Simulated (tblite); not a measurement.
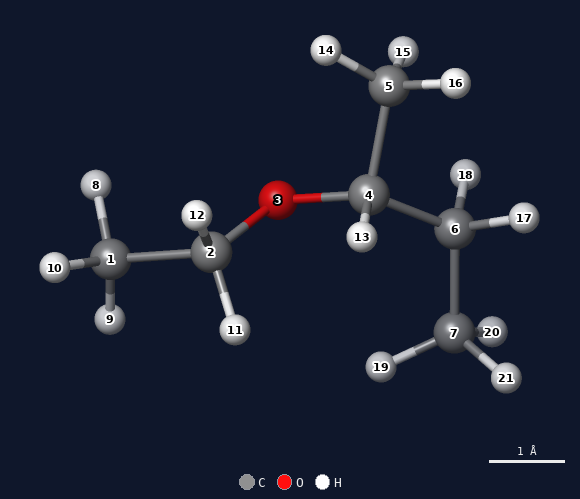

This is the input geometry for a relaxation of C$_{6}$H$_{14}$O. The picture is a ball-and-stick view, seen at a tilt.

Method: GFN2-xTB geometry optimisation, gas phase in tblite.

```xyz
21

C    -2.7349   -1.0685   -0.2531
C    -1.6231   -0.2975    0.4297
O    -0.5807   -0.0405   -0.4574
C     0.4148    0.6636    0.1869
C     0.5106    2.0268   -0.4760
C     1.7773    0.0855    0.0826
C     1.9873   -1.2900    0.6015
H    -2.8522   -0.6268   -1.2744
H    -2.4945   -2.1318   -0.2878
H    -3.6779   -0.8282    0.3017
H    -1.3150   -0.9079    1.3069
H    -2.1107    0.6249    0.8101
H     0.0850    0.7940    1.2698
H    -0.4751    2.5092   -0.5589
H     0.9420    1.8240   -1.4875
H     1.1811    2.6471    0.1556
H     2.4840    0.7854    0.6334
H     2.1039    0.1714   -0.9895
H     1.0988   -1.9325    0.6322
H     2.7546   -1.7708   -0.0693
H     2.5156   -1.2204    1.5979
```

Where does the relaxation end?

Answer. Over 148 geometry steps the energy falls by 79.8 kJ/mol. The largest move after the best rigid fit is that of H11, 0.97 Å. Largest moves by element: H 0.97 Å, C 0.36 Å, O 0.26 Å. Some distances before and after: C4–C6 1.484 → 1.532 Å, C6–H17 1.137 → 1.091 Å, C7–H20 1.127 → 1.087 Å, C6–C7 1.485 → 1.523 Å. Among the angles between lasting bonds that change: O3–C4–C6 115.5° → 106.7°, C6–C7–H19 116.0° → 109.7°, C2–O3–C4 109.7° → 115.7°. Groups turn about O3–C4 by about 40°, C6–C7 by about 35°, C1–C2 by about 20°. Cost: 0.61 s on 1 thread of Intel(R) Xeon(R) 6975P-C, with other jobs on the host.

History of the run:

| step | E − E(0), kJ/mol |
| --- | --- |
| 0 | 0.00 |
| 1 | -29.11 |
| 2 | -37.10 |
| 3 | -42.88 |
| 4 | -48.29 |
| 5 | -52.33 |
| 6 | -54.70 |
| 7 | -56.43 |
| 8 | -57.92 |
| 9 | -59.23 |
| 10 | -60.35 |
| 17 | -67.22 |
| 25 | -73.92 |
| 32 | -75.48 |
| 39 | -77.21 |
| 46 | -78.25 |
| 54 | -78.55 |
| 61 | -78.67 |
| 68 | -78.79 |
| 75 | -78.87 |
| 83 | -79.08 |
| 90 | -79.36 |
| 97 | -79.44 |
| 104 | -79.47 |
| 112 | -79.56 |
| 119 | -79.60 |
| 126 | -79.62 |
| 133 | -79.67 |
| 141 | -79.76 |
| 148 | -79.80 |

The structure at the end:

```xyz
21

C    -2.6627   -1.1460   -0.2265
C    -1.7764   -0.0164    0.2759
O    -0.4881   -0.1909   -0.2636
C     0.5249    0.6264    0.2922
C     0.4330    2.0757   -0.1961
C     1.8644   -0.0004   -0.1068
C     2.0725   -1.3617    0.5443
H    -2.6974   -1.1274   -1.3121
H    -2.2590   -2.1042    0.0893
H    -3.6688   -1.0327    0.1680
H    -1.7275   -0.0317    1.3769
H    -2.2022    0.9511   -0.0309
H     0.4312    0.6154    1.3931
H    -0.5130    2.5243    0.0977
H     0.5114    2.1038   -1.2803
H     1.2398    2.6632    0.2341
H     2.6711    0.6773    0.1776
H     1.8716   -0.1114   -1.1919
H     1.2497   -2.0218    0.2842
H     3.0024   -1.8086    0.2015
H     2.1138   -1.2668    1.6276
```

The end point in the same view:

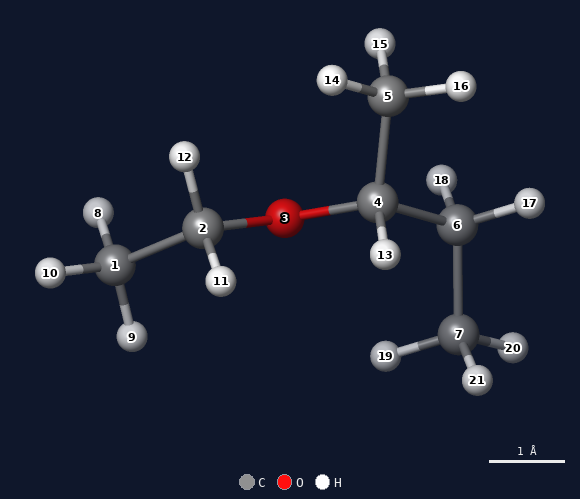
